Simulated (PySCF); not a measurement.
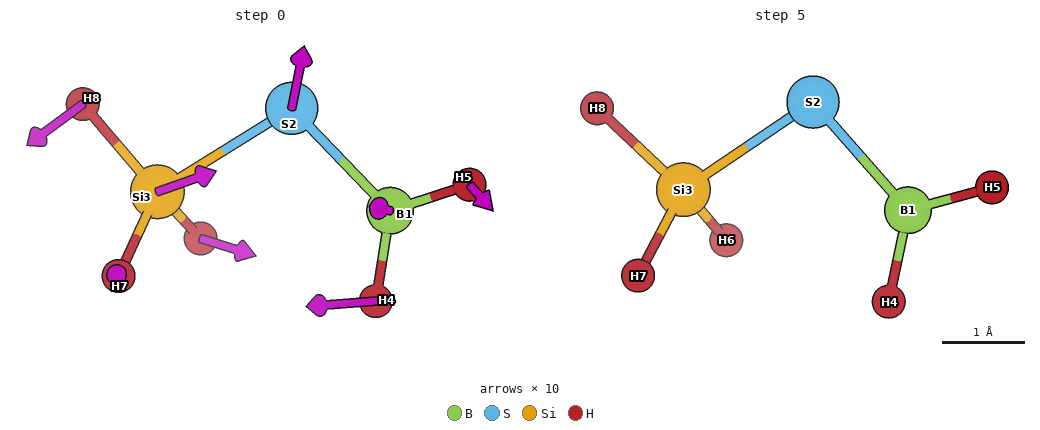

The structure of BSiH5S before (left) and after (right) a relaxation, at one scale. The purple arrows give the displacements, 10 times their true length.

Style: ball-and-stick. Shown at a tilt.

The start comes from GFN2-xTB. Its atoms were then displaced at random by about 0.01 Å.

Computed with PBE0-D3(BJ)/def2-SVP geometry optimisation, gas phase (PySCF 2.14.0, density-fitted response routines). 

**What changed between the two?**

Over 5 geometry steps the energy falls by 17.6 kJ/mol. H4 moves most after the best rigid fit: 0.12 Å. Largest moves by element: H 0.12 Å, S 0.10 Å, Si 0.09 Å, B 0.05 Å. Among the contacts that change: Si3–H8 1.427 → 1.490 Å, B1–H5 1.142 → 1.205 Å, B1–H4 1.173 → 1.207 Å, Si3–H6 1.460 → 1.490 Å. Among the angles between lasting bonds that change: B1–S2–Si3 105.6° → 99.8°, S2–Si3–H8 101.5° → 107.0°, H7–Si3–H8 114.7° → 110.0°.
